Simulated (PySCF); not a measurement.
NMR shielding calculation, with input and output: C9H9FO

- system: C9H9FO, SMILES CO[C@]1(F)Cc2ccccc21
- method: GIAO PBE0/pcSseg-1 NMR shielding, non-relativistic, gas phase (PySCF 2.14.0)

The geometry comes from this level: GFN2-xTB. Figures and captions count atoms from 1; the log counts them from 0 in places.

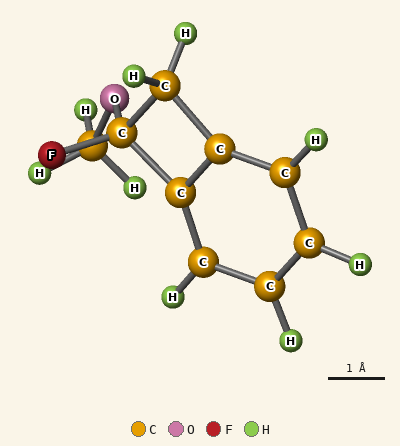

The structure (ball-and-stick view, seen at a tilt). Bond lengths as drawn: C–C 1.37 to 1.55 Å, C–F 1.40 Å, C–H 1.08 to 1.09 Å and C–O 1.37 to 1.42 Å.

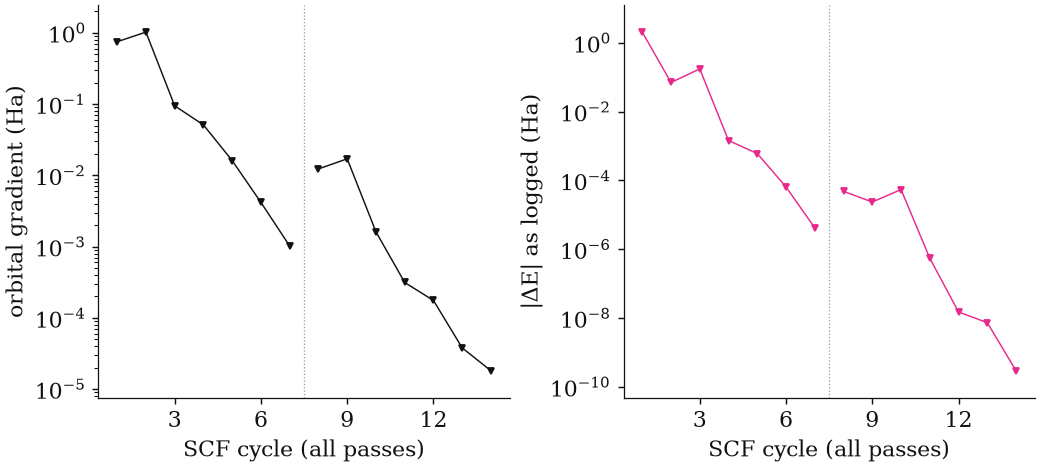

Convergence of the self-consistent field: orbital gradient and size of the energy change against the SCF cycle. The dotted line marks the change from a coarse to the final integration grid. The first 7 cycles use a coarse grid, the final grid takes over at cycle 8, and the field converges after 14 cycles in all.

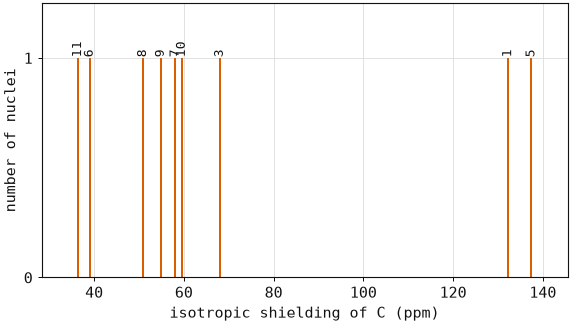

Isotropic shieldings of the carbon nuclei in this fixed geometry, labelled by atom number; shielding grows to the right, so chemical shift grows to the left. The least shielded is C11 (36.4 ppm), the most shielded C5 (137.4 ppm).

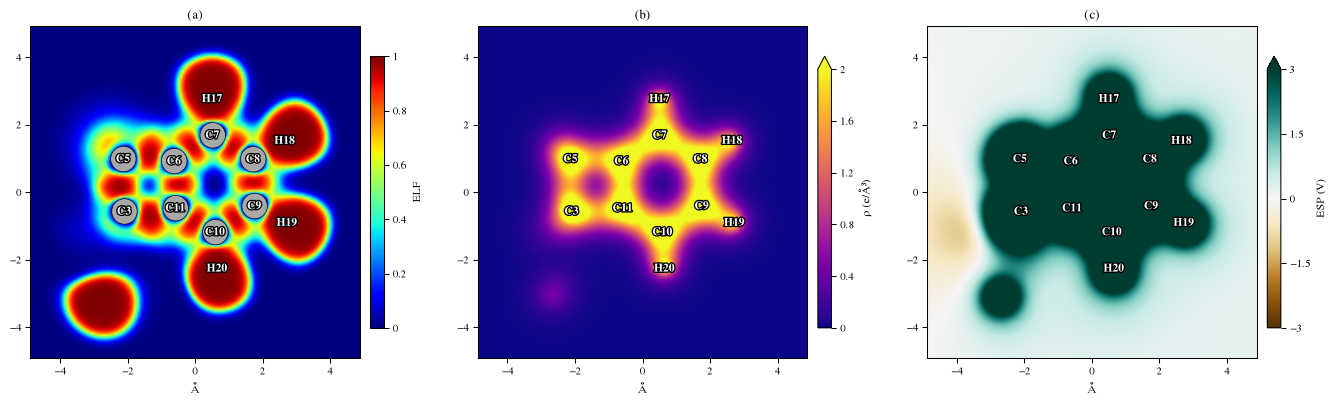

(a) electron localisation function; (b) electron density; (c) electrostatic potential on the plane of atoms C3, C11 and C10. Grey discs, where drawn, cover atomic cores. The section cuts through C and H sites. C–C (1.51 Å): ρ at the midpoint is about 1.7 e/Å³; the ELF peaks at about 0.95 between the atoms, as expected for localised, shared-pair bonding. C–C (1.55 Å): ρ at the midpoint is about 1.6 e/Å³; the ELF peaks at about 0.95 between the atoms (a covalent bond).

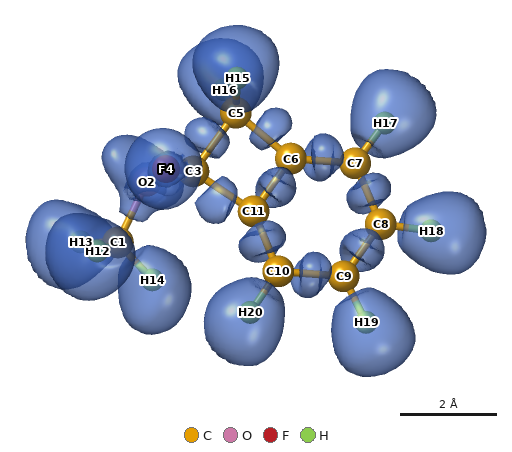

Isosurface of the electron localisation function at 0.75 (blue), seen face on. Only the valence region is drawn (cores and ρ < 0.01 e/Å³ removed). Along the contacts the grid gives the following.

The input and output of the run follow.

### The input
```
{"job": {"kind": "nmr", "xc": "PBE0", "basis": "pcSseg-1"}, "charge": 0, "multiplicity": 1}
C      2.732275     1.021368    -0.183168
O      2.239832    -0.293446    -0.386751
C      1.189003    -0.647495     0.415650
F      1.630574    -0.739578     1.735837
C      0.440845    -1.922779    -0.065243
C     -0.783741    -1.049341    -0.173541
C     -2.110071    -1.040580    -0.524247
C     -2.763748     0.184221    -0.383209
C     -2.116540     1.315092     0.089760
C     -0.767447     1.301467     0.446408
C     -0.131724     0.094492     0.290562
H      3.042328     1.165612     0.855097
H      3.591579     1.120301    -0.842218
H      1.974411     1.764760    -0.447860
H      0.392360    -2.704308     0.689714
H      0.830433    -2.322394    -0.998582
H     -2.630349    -1.914164    -0.885719
H     -3.809593     0.253390    -0.645963
H     -2.673533     2.235736     0.185152
H     -0.282041     2.188325     0.825286
```

The first line tells a small driver script what to run in PySCF; the rest is the geometry in Å.

Launch command:
```bash
OMP_NUM_THREADS=1 python <driver script> task.json out
```

### Output
```
coarse grid: 17528 points
cycle   1  E = -522.5626762730  dE =  2.044e+00  |g| = 7.482e-01  |ddm| = 4.532e+00
cycle   2  E = -522.4925217162  dE =  7.015e-02  |g| = 1.021e+00  |ddm| = 1.610e+00
cycle   3  E = -522.6667722307  dE = -1.743e-01  |g| = 9.439e-02  |ddm| = 9.035e-01
cycle   4  E = -522.6682145658  dE = -1.442e-03  |g| = 5.101e-02  |ddm| = 1.430e-01
cycle   5  E = -522.6688171279  dE = -6.026e-04  |g| = 1.610e-02  |ddm| = 6.279e-02
cycle   6  E = -522.6688817195  dE = -6.459e-05  |g| = 4.169e-03  |ddm| = 1.785e-02
cycle   7  E = -522.6688858848  dE = -4.165e-06  |g| = 1.020e-03  |ddm| = 4.587e-03
final grid: 172032 points
cycle   8  E = -522.7524897834  dE = -4.810e-05  |g| = 1.230e-02  |ddm| = 6.331e-02
cycle   9  E = -522.7524662896  dE =  2.349e-05  |g| = 1.705e-02  |ddm| = 2.517e-02
cycle  10  E = -522.7525204072  dE = -5.412e-05  |g| = 1.614e-03  |ddm| = 1.471e-02
cycle  11  E = -522.7525209560  dE = -5.487e-07  |g| = 3.142e-04  |ddm| = 1.683e-03
cycle  12  E = -522.7525209709  dE = -1.492e-08  |g| = 1.757e-04  |ddm| = 4.560e-04
cycle  13  E = -522.7525209782  dE = -7.316e-09  |g| = 3.797e-05  |ddm| = 2.032e-04
cycle  14  E = -522.7525209785  dE = -2.924e-10  |g| = 1.815e-05  |ddm| = 5.051e-05
converged SCF energy = -522.7525209785

GIAO shielding tensors (ppm)
atom      isotropic    diamagn.    paramagn.     s11        s22        s33       span
  0 C      132.212     246.135    -113.923    102.312    110.517    183.805     81.493
  1 O      249.627     396.203    -146.576    178.301    267.987    302.594    124.294
  2 C       67.982     244.524    -176.542     50.428     63.968     89.549     39.121
  3 F      308.935     476.077    -167.142    220.410    329.464    376.931    156.521
  4 C      137.422     251.046    -113.624    123.778    126.087    162.402     38.624
  5 C       38.982     263.319    -224.337    -77.272     16.103    178.116    255.387
  6 C       58.090     250.845    -192.755    -40.904     36.406    178.768    219.673
  7 C       50.841     253.459    -202.618    -59.563     33.764    178.321    237.884
  8 C       54.827     253.959    -199.132    -54.060     38.954    179.586    233.646
  9 C       59.501     251.100    -191.599    -35.544     37.246    176.801    212.345
 10 C       36.359     261.754    -225.394    -65.829     23.352    151.556    217.386
 11 H       27.623      29.263      -1.639     23.856     25.490     33.524      9.668
 12 H       27.943      27.965      -0.022     23.511     25.957     34.362     10.851
 13 H       27.992      31.383      -3.390     22.959     27.930     33.087     10.128
 14 H       27.914      29.018      -1.104     24.019     27.189     32.534      8.515
 15 H       28.069      29.509      -1.440     23.859     27.698     32.649      8.790
 16 H       24.125      30.997      -6.872     20.871     24.326     27.179      6.308
 17 H       23.991      28.988      -4.997     20.581     24.716     26.675      6.094
 18 H       24.123      29.924      -5.801     20.615     24.684     27.069      6.454
 19 H       24.086      32.608      -8.522     20.530     23.708     28.021      7.491
```

### Key numbers

| quantity | value |
| --- | --- |
| outcome | converged |
| total energy | −522.752521 hartree |
| HOMO | −7.26 eV |
| LUMO | −0.64 eV |
| dipole moment | 1.85 D |
| isotropic shielding, C | 36.4 to 137.4 ppm |
| isotropic shielding, O | 249.6 ppm |
| isotropic shielding, F | 308.9 ppm |
| isotropic shielding, H | 24.0 to 28.1 ppm |
| hardware | 1 CPU thread, shared host |
| wall time | 2.8 min |
| peak memory | 1.1 GiB |
